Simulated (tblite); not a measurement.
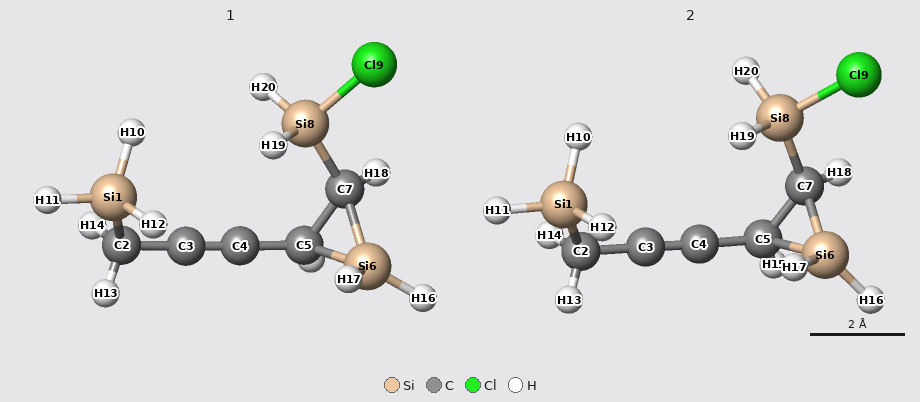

Two geometries of C5H11ClSi3, drawn at one scale. One is the start of a relaxation, the other its converged end. A ball-and-stick model, seen at a tilt.

Level of theory: tblite 0.8.0, GFN2-xTB geometry optimisation, gas phase. 

> Which geometry has the lower energy?

Structure 1 is the relaxed one. H20 moves most after the best rigid fit: 0.59 Å. Largest moves by element: H 0.59 Å, Cl 0.57 Å, Si 0.34 Å, C 0.18 Å. Some distances before and after: Si6–C7 1.823 → 1.894 Å, C5–C7 1.486 → 1.551 Å, Si1–C2 1.863 → 1.911 Å, Si6–H17 1.486 → 1.450 Å. Among the angles between lasting bonds that change: Si6–C7–Si8 113.4° → 123.9°, C5–Si6–H16 107.8° → 117.2°, C5–Si6–H17 109.2° → 117.8°. Over 111 geometry steps the energy falls by 0.458 eV. Cost: 2.5 s on 1 thread of Arm Neoverse N1, on a shared host.
